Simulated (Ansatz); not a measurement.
# Moving the knobs of a GW run on Selenium (P3_121, 3 atoms a cell)

A base run on Selenium (P3_121, 3 atoms a cell), then changed inputs.

Calculated with Ansatz 0.2.0; G0W0 on PBE, plane waves, PAW; PAW set soft_1.

## Step 1: The starting structure

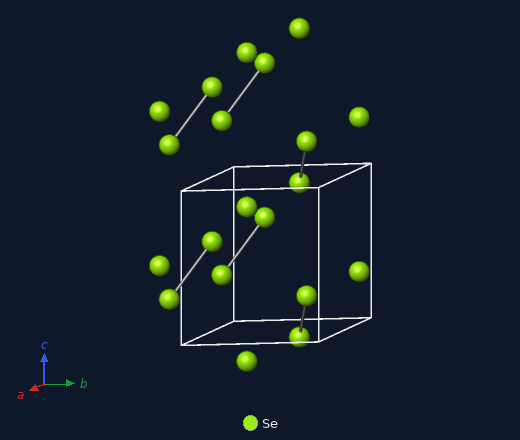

The cell as given, slightly off an axis (selenium green). 2×1×2 cells are drawn. Bonds to atoms that aren't drawn are left out. Some periodic images of atoms are drawn too.

Coordinates:

```cif
data_structure
_symmetry_space_group_name_H-M 'P3_121'
_symmetry_Int_Tables_number 152
_cell_length_a 4.3662
_cell_length_b 4.3662
_cell_length_c 4.9536
_cell_angle_alpha 90.000
_cell_angle_beta 90.000
_cell_angle_gamma 120.000
_cell_volume 81.78
loop_
_atom_site_label
_atom_site_type_symbol
_atom_site_symmetry_multiplicity
_atom_site_Wyckoff_symbol
_atom_site_fract_x
_atom_site_fract_y
_atom_site_fract_z
_atom_site_occupancy
Se1 Se 3 a 0.22540 0.00000 0.33333 1
```

The cell and positions come from the Crystallography Open Database and are kept as given unless a step says otherwise.

## Step 2: The base run: 6×6×2 mesh, 244 empty bands, screening to 120 eV, PAW set soft_1 files

Now the one-shot GW correction: screening in the RPA, then the self-energy of the levels asked for. This step takes PAW set soft_1 files.

Input file input.yaml:

```yaml
crystal:
  lattice:
    - [4.3662, 0.0, 0.0]
    - [-2.1831, 3.781240118, 0.0]
    - [0.0, 0.0, 4.9536]
  atoms:
    - { symbol: Se, position: [0.2254, 0.0, 0.3333333333] }
    - { symbol: Se, position: [0.0, 0.2254, 0.6666666667] }
    - { symbol: Se, position: [0.7746, 0.7746, 0.0] }
kpoints:
  mp_grid: { grid: [6, 6, 2] }
hamiltonian:
  xc: pbe
  pseudopotentials: { kind: paw, azcp: { folder: soft_1 } }
scf:
  occupations: { method: fixed }
gw:
  n_empty_bands: 244
  ecut_chi: 120
  qp_bands: [v2, c2]
  qp_kpoints: band_edges
  screening: { model: contour_deformation }
```

Command:

```console
> ansatz run input.yaml --threads 3 --pin off --max-ram 92160MiB --backend cuda --events-out ev --progress --plain --runs-dir out --devices 1 --max-vram 13GiB
```

Numbers of over 12 decimals in the logs are rounded to 6 here.

What it wrote:

```text
GPUs: using 1 of 1 available (devices: 1).
Engine: ansatz 0.2.0, x86_64-unknown-linux-gnu
Pseudopotentials: kind: paw
Pseudopotential: Se, paw, valence charge 16, recommended cutoff 420 eV (normal), soft_1/Se.paw.azcp
Functional definition: PBE
  parameter kappa = 0.804
  parameter beta = 0.066725
  exchange = pbe_x(kappa = kappa, mu = beta*pi^2/3)
  correlation = pbe_c(beta = beta)
device memory: the entry about to start is reckoned to put 0.8 GiB on a device that reports 43.4 GiB free (of which the cap on the GPU budget leaves the run 13.0 GiB)
GPU FFT provider: cuFFT
GPU libraries: cuBLAS 13.8.2, cuFFT 12.4.0, cuSOLVER 12.3.4
Crystal: 3 atoms, lattice volume = 81.782 Å³
Basis set: ecut = 420 eV, 1583 PW (Γ)
Bands: 29, of which v1, the nominal top of the filled ones, is band 24 counted from 1 (23 counted from 0)
Symmetry: 6 space group operations
Space group: P3121 (ITA 152), of the structure as read, at distance tolerance 4.3e-5 Å
k-points: 14 of 72 (time reversal used)
Non-local potential: Se, projectors of the file, l = 0: 2, l = 1: 2, l = 2: 3, l = 3: 1
PAW form: soft (Blöchl's): semilocal exchange-correlation on the pseudo side does not see the compensation charge
PAW one-centre angular grid: Se, 590 points (default); XC on 64 Gauss nodes
Initial density: superposition of atomic densities (chi_scale 0.1, normalization cell)
Initial wavefunctions: pseudopotential atomic-orbital guess
GPU buffer pool allocated for 32400 grid points (all kernels)
GPU transforms: local potential and band sums: pruned to the plane-wave sphere, on 30×30×36
Functional: x = pbe(κ = 0.804, μ = 0.219515), c = pbe(β = 0.066725)
SCF iter   1: F=—  HF=-16407.233597 eV  |F-HF|=—  |Δ(HF+E_count)|=         —  Δρ=2.83e-2  dr2=4.06e-1  ethr=3.10e-3  ⟨swp⟩=5.0  Hψ=1461  notcnv=0  defer=34
preconditioner: auto → Resta (q_TF=auto, 2.496 Å⁻¹)  ε∞=3.8  [insulator: Δε(μ)=1.127 eV  Ē_g=10.422 eV  n_scr=20 (ndim 8)  ℏωp=17.4 eV  f_vac=0.063  ε∞_Penn≈3.8]
SCF iter   2: F=—  HF=-16407.172472 eV  |F-HF|=—  |Δ(HF+E_count)|=   6.11e-2  Δρ=1.57e-2  dr2=1.27e-1  ethr=8.47e-4  ⟨swp⟩=2.0  Hψ=548  notcnv=0  defer=38
SCF iter   3: F=—  HF=-16407.155950 eV  |F-HF|=—  |Δ(HF+E_count)|=   1.65e-2  Δρ=1.62e-3  dr2=1.80e-3  ethr=2.66e-4  ⟨swp⟩=2.3  Hψ=504  notcnv=0  defer=40
SCF iter   4: F=—  HF=-16407.156914 eV  |F-HF|=—  |Δ(HF+E_count)|=   9.63e-4  Δρ=6.18e-4  dr2=2.28e-4  ethr=3.74e-6  ⟨swp⟩=2.0  Hψ=757  notcnv=0  defer=41
SCF iter   5: F=—  HF=-16407.157023 eV  |F-HF|=—  |Δ(HF+E_count)|=   1.09e-4  Δρ=2.08e-4  dr2=3.96e-5  ethr=4.75e-7  ⟨swp⟩=2.0  Hψ=757  notcnv=0  defer=41
SCF iter   6: F=—  HF=-16407.157099 eV  |F-HF|=—  |Δ(HF+E_count)|=   7.65e-5  Δρ=5.41e-5  dr2=2.61e-6  ethr=8.26e-8  ⟨swp⟩=2.0  Hψ=518  notcnv=0  defer=26
[...]
E_xc         = -253.972832
  E_vxc        = -269.248664  (∫ρ·V_xc dr)
  E_paw        = -6390.987585  (= ΣΔE_a)
  E_vpaw       = -566.198522  (= ΣTr[D̂ρ^β])
  E_aug_tail   = -0.001113  (compensation charges beyond the density's cutoff)
  E_ewald      = -4981.574654
  E_smearing   = -0.000000  (= −TS)
  E_closure    = 0.000000  (closes the sum)
  Σ components = -16407.157105   (vs F -16407.157105, Δ=0.00e0)
--- Band table (eV; the first three rows and the last of 14) ---
  k-point 0: bands = [... 20 lower, 2.7535, 4.4721, 4.4721, 6.1083, 8.3981, 8.3981, 8.6844, 12.6886, ... 1 higher]
  k-point 1: bands = [... 20 lower, 3.1262, 4.9710, 4.9710, 5.3921, 7.7320, 7.7320, 7.7893, 12.7980, ... 1 higher]
  k-point 2: bands = [... 20 lower, 2.9426, 4.5095, 4.8562, 5.9067, 8.3140, 8.4103, 8.9533, 12.6243, ... 1 higher]
  k-point 13: bands = [... 20 lower, 1.5638, 5.5284, 6.3020, 6.3020, 7.5392, 9.2317, 9.2317, 13.1784, ... 1 higher]
--- G₀W₀: contour deformation, 7 samples at zero and on the imaginary axis and 1 off it, 72 q-points, 244 empty bands' worth ---
  eigenvalues of the whole cell's RPA ε∞ on this k-mesh (on a slab, of 1 + 4πα/V) = 10.3463, 10.3463, 16.3322; static W/v taken at q = 0 is 0.055538
  bands read: the sum over 268 bands ends inside a degenerate multiplet in 1 slot, whose members it reads at an even weight; the widest, k=0: bands 268 to 269 (counted from 1) at 1/2 each
  gw.qp_kpoints: band_edges: 10 of 14 stored k-points solved, in 1 pass; an edge of the gap read off the rows below is read off those points alone
    valence top: of the k-points left out ik 5 came nearest to being solved in a further pass, in band 24 (counted from 1, as in the quasiparticle table): it holds the edge there only if its correction is more favourable than any solved in that band by at least 0.582 eV; those differ by 0.108 eV
    conduction bottom: of the k-points left out ik 5 came nearest to being solved in a further pass, in band 25 (counted from 1, as in the quasiparticle table): it holds the edge there only if its correction is more favourable than any solved in that band by at least 0.599 eV; those differ by 0.118 eV
    ik  band        ε_KS         Σx   Σc(E_QP)       V_xc       Z   E_QP_lin       E_QP  E_QP is
     0    23      4.4721   -17.1203     2.6873   -13.9120  0.6809     3.9345     3.9510  root
     0    24      6.1083   -17.6510     2.0928   -15.0132  0.7212     5.5553     5.5634  root
     0    25      8.3981   -10.7727    -4.0474   -15.0535  0.7246     8.6330     8.6314  root
     0    26      8.3981   -10.7727    -4.0474   -15.0535  0.7246     8.6330     8.6314  root
     1    23      4.9710   -16.7892     2.3523   -13.9287  0.6934     4.4499     4.4628  root
     1    24      5.3921   -17.6750     2.4241   -14.7019  0.7070     4.8328     4.8431  root
     1    25      7.7320    -9.6256    -3.6199   -13.3606  0.7519     7.8472     7.8470  root
     1    26      7.7320    -9.6256    -3.6199   -13.3606  0.7519     7.8472     7.8470  root
[...]
13    23      6.3020   -17.4472     1.4075   -15.5644  0.7328     5.8217     5.8266  root
    13    24      6.3020   -17.4472     1.4075   -15.5644  0.7328     5.8217     5.8266  root
    13    25      7.5392   -11.2565    -3.5882   -15.0552  0.7399     7.7505     7.7497  root
    13    26      9.2317   -10.6844    -4.2429   -15.1553  0.7072     9.4619     9.4596  root
[key lines of the parts left out:]
SCF converged after 7 iterations
Free energy (F): -16407.157105 eV
Fermi energy:    6.531026 eV
```

It took 12 s on 1 × NVIDIA H100 80GB HBM3 (shared by 6 runs) with 3 threads of AMD EPYC 7R13 (Zen 3), shared host; peak memory 1.3 GiB.

In the SCF lines HF is the Harris–Foulkes energy and dr2 the Hartree energy of the density residual, in eV; the loop may stop once dr2 is under the threshold and the program's other checks hold. Hψ counts applications of the Hamiltonian.

Numbers from this step:

```yaml
bands_summed: 268
rpa_eps_infinity_on_this_mesh_eigenvalues: 10.35, 10.35, 16.33
plane_waves_in_the_screening_matrix: 237
q_points_in_the_mesh: 72
g0w0_gap_on_the_mesh: 1.667 eV
k_of_the_valence_top: 0, -0.5, -0.5
k_of_the_conduction_bottom: 0.3333, 0.3333, -0.5
starting_gap_on_the_mesh: 1.008 eV
z_at_the_valence_top: 0.7371
z_at_the_conduction_bottom: 0.7399
least_direct_g0w0_gap_on_the_computed_points: 1.923 eV
```

The gap on the mesh goes from 1.01 eV to 1.67 eV, a correction of +0.66 eV. Between the two edge states, bare exchange in place of the xc potential would open the gap by 5.47 eV, and correlation takes back 4.81 eV.

## Step 3: Variant: coarser q mesh

Edit input.yaml of step 2 so:

```diff
@@ -17,4 +17,4 @@
 gw:
-  n_empty_bands: 244
-  ecut_chi: 120
+  n_empty_bands: 185
+  ecut_chi: 100
   qp_bands: [v2, c2]
@@ -22 +22,2 @@
   screening: { model: contour_deformation }
+  q_mesh: [3, 3, 1]
```

What it wrote:

```text
GPUs: using 1 of 1 available (devices: 1).
[...]
GPU FFT provider: cuFFT
GPU libraries: cuBLAS 13.8.2, cuFFT 12.4.0, cuSOLVER 12.3.4
Crystal: 3 atoms, lattice volume = 81.782 Å³
Basis set: ecut = 420 eV, 1583 PW (Γ)
Bands: 29, of which v1, the nominal top of the filled ones, is band 24 counted from 1 (23 counted from 0)
Symmetry: 6 space group operations
[...]
k-points: 14 of 72 (time reversal used)
[...]
GPU buffer pool allocated for 32400 grid points (all kernels)
[...]
SCF iter   1: F=—  HF=-16407.233597 eV  |F-HF|=—  |Δ(HF+E_count)|=         —  Δρ=2.83e-2  dr2=4.06e-1  ethr=3.10e-3  ⟨swp⟩=5.0  Hψ=1461  notcnv=0  defer=34
[...]
SCF iter   7: F=-16407.157105 eV  HF=-16407.157105 eV  |F-HF|=1.25e-7  |Δ(HF+E_count)|=   6.06e-6  Δρ=1.14e-5  dr2=7.92e-8  ethr=2.08e-10  ⟨swp⟩=6.8  Hψ=1838  notcnv=0
SCF 1 converged in 7 iterations: F = -16407.157105 eV  dr2 = 7.92e-8
[...]
NSCF: frozen V_eff on 14 k-points, pencils in batches of 32, up to order 116
[...]
NSCF: frozen V_eff on 14 k-points
G₀W₀ screening: q 1/3
[... further progress lines ...]
SCF converged after 7 iterations
Free energy (F): -16407.157105 eV
[...]
Internal energy: -16407.157105 eV  (E = F + TS)
E sigma→0 (E₀):  -16407.157105 eV
Fermi energy:    6.531026 eV
[...]
--- Band table (eV; the first three rows and the last of 14) ---
  k-point 0: bands = [... 20 lower, 2.7535, 4.4721, 4.4721, 6.1083, 8.3981, 8.3981, 8.6844, 12.6886, ... 1 higher]
  k-point 1: bands = [... 20 lower, 3.1262, 4.9710, 4.9710, 5.3921, 7.7320, 7.7320, 7.7893, 12.7980, ... 1 higher]
  k-point 2: bands = [... 20 lower, 2.9426, 4.5095, 4.8562, 5.9067, 8.3140, 8.4103, 8.9533, 12.6243, ... 1 higher]
  k-point 13: bands = [... 20 lower, 1.5638, 5.5284, 6.3020, 6.3020, 7.5392, 9.2317, 9.2317, 13.1784, ... 1 higher]
[...]
0    23      4.4721   -17.0861     2.7077   -13.9120  0.6953     3.9936     4.0057  root
     0    24      6.1083   -17.7679     2.3080   -15.0132  0.7236     5.6571     5.6617  root
     0    25      8.3981   -10.7477    -4.0153   -15.0535  0.7287     8.6905     8.6885  root
     0    26      8.3981   -10.7477    -4.0153   -15.0535  0.7287     8.6905     8.6885  root
     1    23      4.9710   -17.0339     2.6646   -13.9287  0.6847     4.5211     4.5305  root
     1    24      5.3921   -18.0947     2.9071   -14.7019  0.6939     4.8979     4.9064  root
     1    25      7.7320    -9.5159    -3.6877   -13.3606  0.7508     7.8893     7.8890  root
     1    26      7.7320    -9.5159    -3.6877   -13.3606  0.7508     7.8893     7.8890  root
[...]
13    23      6.3020   -17.8171     1.8452   -15.5644  0.7293     5.8912     5.8945  root
    13    24      6.3020   -17.8171     1.8452   -15.5644  0.7293     5.8912     5.8945  root
    13    25      7.5392   -10.6594    -4.0624   -15.0552  0.7274     7.8747     7.8725  root
    13    26      9.2317   -10.4200    -4.4328   -15.1553  0.7006     9.5379     9.5342  root
```

It took 11 s on 1 × NVIDIA H100 80GB HBM3 (shared by 6 runs) with 3 threads; peak memory 1.1 GiB.

Against the base:

```csv
setting,base,variant
empty bands,244,185
screening cutoff (eV),120,100
q mesh,-,"[3, 3, 1]"
```

```csv
quantity,variant,base
starting gap on the mesh,1.008,1.008
G0W0 gap on the mesh,1.698,1.667
least direct G0W0 gap on the computed points,1.978,1.923
Z at the valence top,0.735,0.737
Z at the conduction bottom,0.727,0.740
```

## Step 4: Results

| Property | Result |
| --- | --- |
| base | 1.67 eV, 12 s |
| coarser q mesh | 1.70 eV, 11 s |

**Reading.** Coarser q mesh: the gap moves by +0.03 eV; such settings are too crude to quote. The variant differs from the base in empty bands, screening cutoff and q mesh together, so the change can't be laid to one of them. All runs here use a coarse mesh and modest cutoffs; they test settings and are not final values. The 6×6×2 mesh is coarse for this cell (its supercell is 10 Å along the shortest edge). The RPA ε∞ on it, from the PBE start, is 10.35 and 16.33; such meshes misread the long-range screening, most where the gap is narrow. The many-body steps are scalar-relativistic: spin-orbit coupling is not in them.

[Paths, hosts, dates, memory and timing lines, banners, echoed tables and standing remarks are left out of the program output.]

[Logs are printed without paths, hosts, clocks, repeated set-up lines and the standing remarks that a program may print on its own settings, such as how far it seeks lower states.]

[Runs of the session that timed out or met a known fault of the program may be left out.]

[Cells called generated may have been cut or substituted from an entry of the Crystallography Open Database or the Materials Project.]

[Hosts, paths, dates, database ids (printed as entryN), source tags and the programs' standing remarks are cut or masked in the printed files.]
